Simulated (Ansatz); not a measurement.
Consider CdW3.

Input file:

```
crystal:
  lattice:
    - [5.813348175, 0.0, 0.0]
    - [-2.9066740875, 5.0345072006, 0.0]
    - [0.0, 0.0, 4.6709673229]
  atoms:
    - { symbol: Cd, position: [0.3333333333, 0.6666666667, 0.25] }
    - { symbol: Cd, position: [0.6666666667, 0.3333333333, 0.75] }
    - { symbol: W, position: [0.8466546673, 0.6933093346, 0.25] }
    - { symbol: W, position: [0.1533453327, 0.8466546673, 0.75] }
    - { symbol: W, position: [0.3066906654, 0.1533453327, 0.25] }
    - { symbol: W, position: [0.1533453327, 0.3066906654, 0.75] }
    - { symbol: W, position: [0.8466546673, 0.1533453327, 0.25] }
    - { symbol: W, position: [0.6933093346, 0.8466546673, 0.75] }
basis:
  ecutwfc: 420
kpoints:
  mp_grid: { grid: [9, 9, 8] }
hamiltonian:
  xc: pbe
scf:
  occupations: { method: gaussian, width: 0.1 }
output:
  forces: true
  stress: true
  eigenvalues: true
  write_density: true
  write_potential: true
  elf: true
  volumetric_format: npy
relax:
  adjacent_minimum: "off"
  f_tol: 0.01
  max_steps: 80
  cell: { stress_tol: 0.05 }
```

Launched as:

```sh
ansatz run input.yaml --threads 1 --pin off --max-ram 2560MiB --backend cpu --events-out ev --progress --plain --runs-dir out
```

Below, planes, directions and counts refer to the conventional cell (a = 5.83 Å, b = 5.83 Å, c = 4.67 Å, α = 90.00°, β = 90.00°, γ = 120.00°).

The fields are those of the relaxed geometry.

Space group P6₃/mmc; started from the Ni3Sn (D0_19)_194 prototype, which need not be the ambient phase.

Theory: DFT PBE, scalar-relativistic, plane waves, PAW in Ansatz 0.2.0.

> What can the converged valence pseudo-density and electron localisation function tell about the bonding?

W–W (2.67 Å): the density is about 0.5 e/Å³ at the midpoint; the ELF is about 0.40 at the midpoint.
Cd–W (2.92 Å): ρ at the midpoint is about 0.25 e/Å³; the ELF is about 0.25 at the midpoint: no shared electron pair shows on this line.

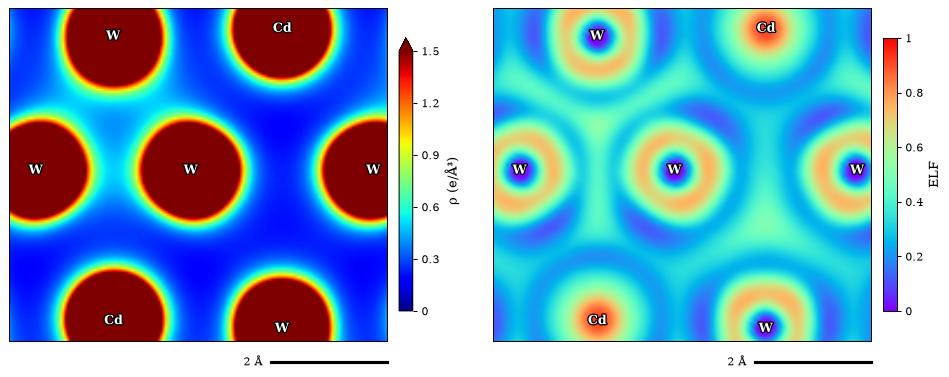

Computed valence pseudo-density and electron localisation function on the (001) plane of the conventional cell, in this order. 

Core electrons are frozen (PAW), and the valence fields are smoothed inside the atomic spheres.
